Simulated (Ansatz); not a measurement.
Single-point calculation of C2H7AlFN

The run: single-point calculation of C2H7AlFN, multiplicity 3, SMILES [CH3][Al]([F])[CH2]N. Method and program: UKS r2SCANh/pcseg-2 (Ansatz 0.2.0).

The geometry comes from this level: PBE0-D4/def2-TZVP.

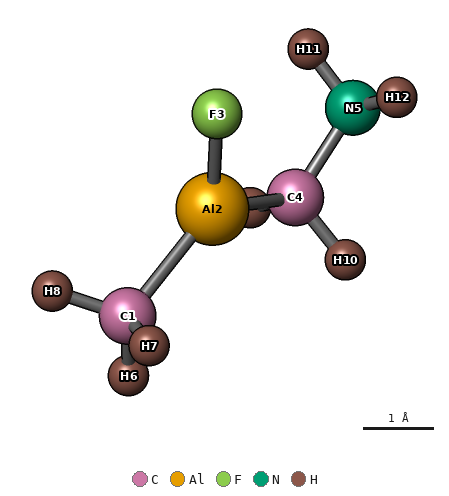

*The input geometry (ball-and-stick view, seen at a tilt; atoms are numbered from 1 in the order of the input). Sticks mark near contacts.*

Bond lengths as drawn: Al–C 2.04 to 2.07 Å, Al–F 1.74 Å, C–H 1.15 Å, C–N 1.55 Å and H–N 1.06 Å.

### The input
```yaml
crystal:
  periodic: [false, false, false]
  atoms:
    - {symbol: C, position_ang: [-2.239868, 0.785396, 0.487208]}
    - {symbol: Al, position_ang: [-0.216361, 0.580139, 0.308051]}
    - {symbol: F, position_ang: [0.767234, 1.883120, 0.922258]}
    - {symbol: C, position_ang: [0.846409, -0.994027, -0.517524]}
    - {symbol: N, position_ang: [2.390484, -0.898628, -0.543557]}
    - {symbol: H, position_ang: [-2.815064, -0.110815, 0.059995]}
    - {symbol: H, position_ang: [-2.542055, 0.905804, 1.589609]}
    - {symbol: H, position_ang: [-2.603835, 1.730249, -0.056771]}
    - {symbol: H, position_ang: [0.480024, -1.177119, -1.595167]}
    - {symbol: H, position_ang: [0.556281, -1.971775, 0.020310]}
    - {symbol: H, position_ang: [2.693236, -0.032261, -1.080910]}
    - {symbol: H, position_ang: [2.764363, -0.758045, 0.442092]}
basis:
  gaussian: {orbitals: pcseg-2}
magnetization: {spin_polarized: true, initial_magnetization: 2}
hamiltonian: {xc: {name: r2SCANh}}
outputs: {forces: true}
output: {forces: true}
```

Hardware: 4 threads of Arm Neoverse V1, 23 GiB of memory available, shared host.

Run as:
```bash
ansatz run in.yaml --threads 4 --pin off --events-out ev --progress --plain --max-ram 10444MiB
```

### The program's output
```
Error: YAML parse error: error: line 20 column 1: unknown field `outputs`, expected one of crystal, accuracy, basis, kpoints, hamiltonian, magnetization, projection, total_charge, correlation, batch, efield, external_charges, scf, relax, neb, saddle, md, ramp, phonons, dielectric, real_time, elastic, magnetic_configurations, gw, evaluate, workflow, output, checkpoint, execution
  --> <input>:20:1
   |
18 | magnetization: {spin_polarized: true, initial_magnetization: 2}
19 | hamiltonian: {xc: {name: r2SCANh}}
20 | outputs: {forces: true}
   | ^ unknown field `outputs`, expected one of crystal, accuracy, basis, kpoints, hamiltonian, magnetization, projection, total_charge, correlation, batch, efield, external_charges, scf, relax, neb, saddle, md, ramp, phonons, dielectric, real_time, elastic, magnetic_configurations, gw, evaluate, workflow, output, checkpoint, execution
21 | output: {forces: true}
   |
```

### What the run reported

| quantity | value |
| --- | --- |
| outcome | refused by the program |

A setting was made wrong on purpose: key. The program refused the input: “YAML parse error: error: line 20 column 1: unknown field `outputs`, expected one of crystal, accuracy, basis, kpoints, hamiltonian, magnetization, projection, total_charge, correlation, batch, efield, external_charges, scf, relax, neb, saddle, md, ramp, phonons, dielectric, real_time, elastic, magnetic_configurations, …”
